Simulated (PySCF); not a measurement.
# C₅H₁₀N (SMILES C=N[C](C)CC) (doublet): what the fields show

The calculation's input:

```
{"job": {"kind": "epr", "basis": "pcH-1"}, "charge": 0, "multiplicity": 2}
C      2.325335    -1.120959    -0.313487
N      1.184524    -0.732173    -0.789493
C      0.335486     0.124873    -0.306961
C      0.697652     1.147216     0.728681
C     -1.058954     0.110730    -0.847168
C     -2.074381    -0.312274     0.219400
H      2.611229    -1.024863     0.729763
H      2.990159    -1.645554    -0.977661
H      0.639034     0.704524     1.726157
H      1.721305     1.490322     0.581311
H      0.023485     1.998636     0.688005
H     -1.100860    -0.584666    -1.686014
H     -1.323455     1.109277    -1.208560
H     -3.076926    -0.327192    -0.201418
H     -2.062515     0.379114     1.058681
H     -1.838717    -1.308067     0.587355
```

Launched as:

```sh
OMP_NUM_THREADS=1 python probes_run.py task.json out
```

Geometry: GFN2-xTB.

Level of theory: UKS B3LYP, pcH-1 on C H N, non-relativistic, mean-field spin-orbit, GIAO (PySCF 2.14.0, density-fitted response routines).

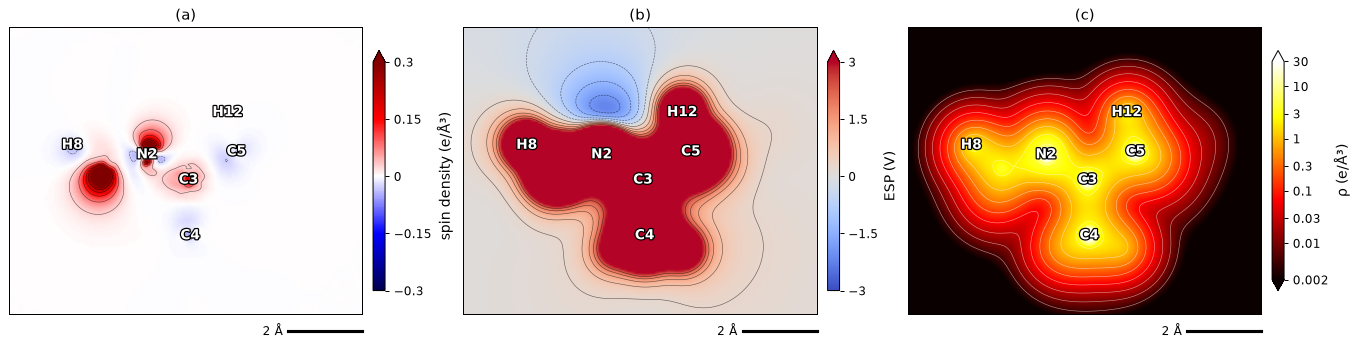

Figure 1. (a) spin density; (b) electrostatic potential; (c) total electron density on the plane of atoms C4, C3 and C5.

Q: Read the bonding off the picture.

A: The plane passes through N, C and H nuclei.
C–N (1.30 Å): the density is about 2.6 e/Å³ at the midpoint.
C–C (1.50 Å): ρ at the midpoint is about 1.8 e/Å³.
C–H (1.09 Å): ρ at the midpoint is about 2 e/Å³.
The unpaired spin (1 electron) lies mostly on C1 (about 0.4) and C3 (about 0.3), in electrons by Hirshfeld's partition.
Outside the dense part of the molecule the potential is most negative (−2.2 V) near N2.

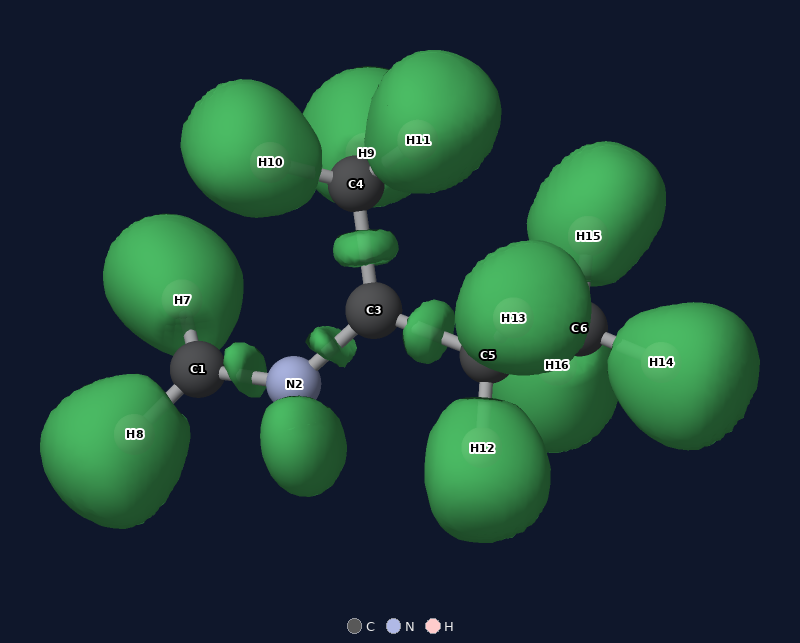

Figure 2. Isosurface of the ELF at 0.85 (green), seen across its widest extent. Core shells and regions of very low density are left out.

Q: Describe the localisation domains.

A: At this value the surface marks out three regions between bonded C–C atoms (shared pairs), two regions between bonded C–N atoms (shared pairs), ten regions around hydrogen nuclei and one lobe on N, pointing away from the bonds (non-bonding electrons). Along the contacts the grid gives the following. C–N (1.30 Å): the ELF peaks at about 0.90 between the atoms (a covalent bond). C–C (1.50 Å): the ELF peaks at about 0.95 between the atoms, as expected for a covalent bond.

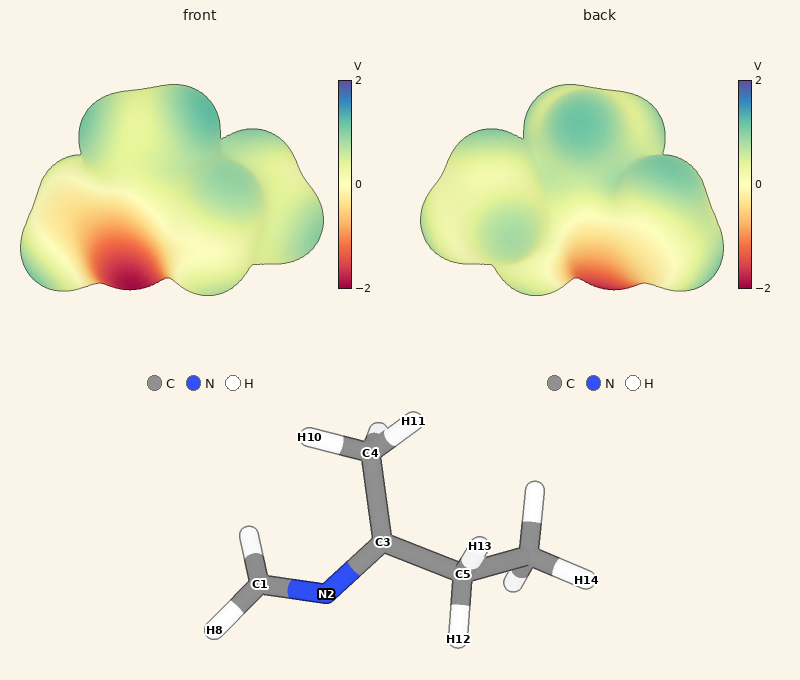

Figure 3. The molecular electrostatic potential painted on the density surface at 0.004 e/bohr³, seen from the front and from behind; red is negative and blue positive. The bare structure is drawn below in the same view.

Q: Which sites attract a positive test charge, and which a negative one?

A: A positive charge is drawn to the negative regions and a negative charge to the positive ones. The most negative region (about −1.9 V) lies over N2, the most positive (about +1.2 V) over H9 and H11. N2 is the likeliest acceptor of a hydrogen bond.
